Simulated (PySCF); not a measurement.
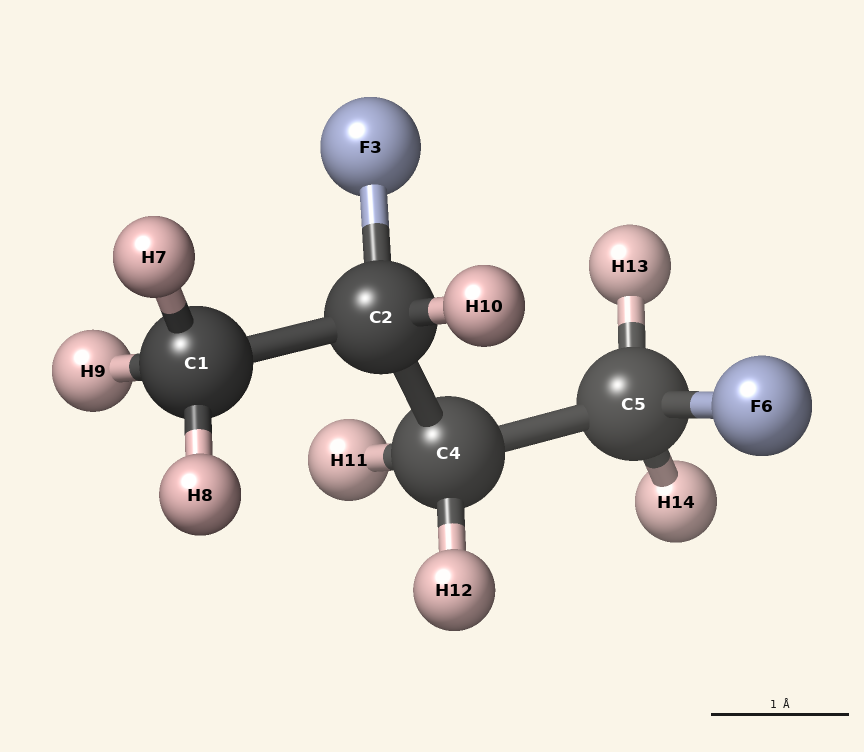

Numbered structure. Computed geometry: PBE0-D3(BJ)/def2-SVP optimisation. No frequency run is at hand to confirm it as a minimum.

Estimate the angles C1–C2–H10, C2–C1–H8, C2–C1–H9, C2–C4–C5, C2–C4–H11, F3–C2–C4, C4–C2–H10, C4–C5–F6, C4–C5–H13, C4–C5–H14, C5–C4–H11, F6–C5–H13.

```json
{"angle": "C1–C2–H10", "degrees": "110.5"}
{"angle": "C2–C1–H8", "degrees": "110.8"}
{"angle": "C2–C1–H9", "degrees": "110.4"}
{"angle": "C2–C4–C5", "degrees": "112.7"}
{"angle": "C2–C4–H11", "degrees": "109.1"}
{"angle": "F3–C2–C4", "degrees": "108.0"}
{"angle": "C4–C2–H10", "degrees": "108.8"}
{"angle": "C4–C5–F6", "degrees": "110.0"}
{"angle": "C4–C5–H13", "degrees": "110.1"}
{"angle": "C4–C5–H14", "degrees": "111.0"}
{"angle": "C5–C4–H11", "degrees": "109.0"}
{"angle": "F6–C5–H13", "degrees": "108.4"}
```
